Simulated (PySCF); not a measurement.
# PH (SMILES [PH]): UB3LYP/cc-pVTZ

What is the energy change on altering one bond length of PH at UB3LYP/cc-pVTZ? 

Program for the calculation: PySCF 2.14.0.

4 further runs of the same task are left out: 4 set aside as unsound or not needed.

### 1 Starting point

The species is PH (2 atoms), meant as a triplet with charge 0. SMILES: `[PH]`. Geometry: relaxed at PBE0-D4/def2-TZVP.

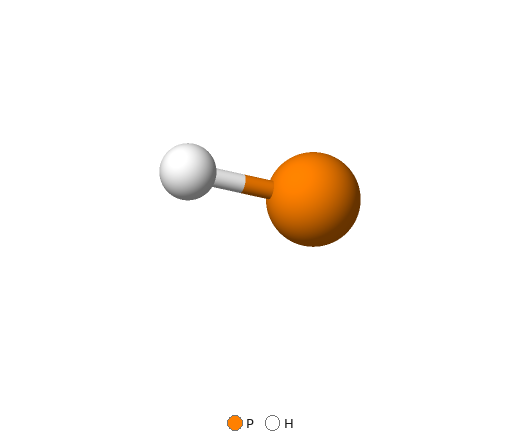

The structure, seen from a chosen angle (phosphorus orange, hydrogen white).

### 2 A single-point energy at UB3LYP/cc-pVTZ

The input, geometry.xyz:

```xyz
2
HP
P      0.000000     0.000000    -0.014610
H      0.000000     0.000000     1.413680
```

The input, job.py:

```python
from pyscf import gto, dft

mol = gto.Mole()
mol.atom = 'geometry.xyz'
mol.basis = 'cc-pvtz'
mol.verbose = 4
mol.spin = 2
mol.max_memory = 1860
mol.build()

calc0 = dft.UKS(mol, xc='b3lyp')
calc0.grids.level = 5
calc0.conv_tol = 1e-10
calc0.kernel()
if not calc0.converged:
    calc0 = calc0.newton().run(calc0.mo_coeff, calc0.mo_occ)

etot = calc0.e_tot
print('Final energy', etot)
```

On the command line:

```sh
$ OMP_NUM_THREADS=1 python job.py
```

Log:

```text
PySCF version 2.14.0

[INPUT] num. atoms = 2
[INPUT] num. electrons = 16
[INPUT] charge = 0
[INPUT] spin (= nelec alpha-beta = 2S) = 2
[INPUT] symmetry False subgroup None
[INPUT] Mole.unit = angstrom
[INPUT] Symbol           X                Y                Z      unit          X                Y                Z       unit  Magmom
[INPUT]  1 P      0.000000000000   0.000000000000  -0.014610000000 AA    0.000000000000   0.000000000000  -0.027608898680 Bohr   0.0
[INPUT]  2 H      0.000000000000   0.000000000000   1.413680000000 AA    0.000000000000   0.000000000000   2.671468027775 Bohr   0.0

nuclear repulsion = 5.55745553340008
number of shells = 15
number of NR pGTOs = 75
number of NR cGTOs = 48
basis = cc-pvtz
ecp = {}

******** <class 'pyscf.dft.uks.UKS'> ********
method = UKS
initial guess = minao
damping factor = 0
level_shift factor = 0
DIIS = <class 'pyscf.scf.diis.CDIIS'>
diis_start_cycle = 1
diis_space = 8
diis_damp = 0
SCF conv_tol = 1e-10
SCF conv_tol_grad = None
SCF max_cycles = 50
direct_scf = True
direct_scf_tol = 1e-13
number electrons alpha = 9  beta = 7
XC library pyscf.dft.libxc version 7.0.0
    S. Lehtola, C. Steigemann, M. J.T. Oliveira, and M. A.L. Marques.,  SoftwareX 7, 1–5 (2018)
XC functionals = b3lyp
    P. J. Stephens, F. J. Devlin, C. F. Chabalowski, and M. J. Frisch.,  J. Phys. Chem. 98, 11623 (1994)
radial grids:
    Treutler-Ahlrichs [JCP 102, 346 (1995); DOI:10.1063/1.469408] (M4) radial grids

becke partition: Becke, JCP 88, 2547 (1988); DOI:10.1063/1.454033
pruning grids: <function nwchem_prune>
grids dens level: 5
symmetrized grids: False
atomic radii adjust function: <function treutler_atomic_radii_adjust>
small_rho_cutoff = 0
Set gradient conv threshold to 1e-05
tot grids = 67128
init E= -341.765005274361
[... the frontier-level lines of each cycle are left out ...]


cycle= 1 E= -341.906191660987  delta_E= -0.141  |g|= 0.0761  |ddm|= 0.716
cycle= 2 E= -341.909509473514  delta_E= -0.00332  |g|= 0.0302  |ddm|= 0.111
cycle= 3 E= -341.909880243238  delta_E= -0.000371  |g|= 0.00734  |ddm|= 0.0293
cycle= 4 E= -341.909924200041  delta_E= -4.4e-05  |g|= 0.00186  |ddm|= 0.0116
cycle= 5 E= -341.909927122723  delta_E= -2.92e-06  |g|= 0.000625  |ddm|= 0.00305
cycle= 6 E= -341.909927495643  delta_E= -3.73e-07  |g|= 0.000103  |ddm|= 0.000863
cycle= 7 E= -341.909927509564  delta_E= -1.39e-08  |g|= 2.17e-05  |ddm|= 0.000202
cycle= 8 E= -341.909927510627  delta_E= -1.06e-09  |g|= 6.74e-06  |ddm|= 5.73e-05
cycle= 9 E= -341.909927510731  delta_E= -1.04e-10  |g|= 7.11e-07  |ddm|= 2.06e-05
cycle= 10 E= -341.909927510732  delta_E= -1.59e-12  |g|= 1.25e-07  |ddm|= 1.51e-06
Extra cycle  E= -341.909927510732  delta_E= 4.55e-13  |g|= 4.99e-08  |ddm|= 2.3e-07
converged SCF energy = -341.909927510732  <S^2> = 2.0060868  2S+1 = 3.0040552
Final energy -341.90992751073185
```

Wall time 3.3 s (1 thread of Arm Neoverse V2, shared host); peak memory 0.25 GiB.

### 3 The distorted shape at the same level

The input, calc.py:

```python
from pyscf import gto, dft

mol = gto.M(
    atom=[
    ('P', (-0.000000, -0.000000, -0.228820)),
    ('H', (0.000000, 0.000000, 1.413680)),
],
    verbose=3,
    spin=2,
    basis='cc-pvtz',
    max_memory=1860,
)

ks = dft.UKS(mol)
ks.xc = 'b3lyp'
ks.grids.level = 5
ks.conv_tol = 1e-10
ks.kernel()
if not ks.converged:
    ks = ks.newton().run(ks.mo_coeff, ks.mo_occ)

e_final = ks.e_tot
print('E = %.10f Eh' % e_final)
```

On the command line:

```sh
$ OMP_NUM_THREADS=1 python calc.py
```

Log:

```text
WARN: HOMO -0.197455621747183 >= LUMO -0.197455621747187

converged SCF energy = -341.89829831167  <S^2> = 2.0066021  2S+1 = 3.0043982
E = -341.8982983117 Eh
```

Run time: 3.3 s. Hardware: 1 thread of Arm Neoverse V2, shared host; peak memory 0.26 GiB.

### 4 Outcome

At UB3LYP/cc-pVTZ:

| quantity | value |
| --- | --- |
| first shape: total energy | -341.90993 Eh |
| first shape: dipole moment | 0.45 D |
| first shape: HOMO energy (highest over α and β) | -6.98 eV |
| first shape: LUMO energy (lowest over α and β) | -3.30 eV |
| first shape: ⟨S²⟩ | 2.006 |
| distorted shape: total energy | -341.89830 Eh |
| distorted shape: dipole moment | 0.13 D |
| distorted shape: HOMO energy (highest over α and β) | -7.03 eV |
| distorted shape: LUMO energy (lowest over α and β) | -3.34 eV |
| distorted shape: ⟨S²⟩ | 2.007 |
| energy change with the P1–H2 bond stretched from 1.428 to 1.643 Å | 0.316 eV |

What this shows: With the P1–H2 bond stretched from 1.428 to 1.643 Å the energy rises by 0.32 eV (30.5 kJ/mol). The first shape isn't relaxed at this level, so the change isn't measured from a minimum.
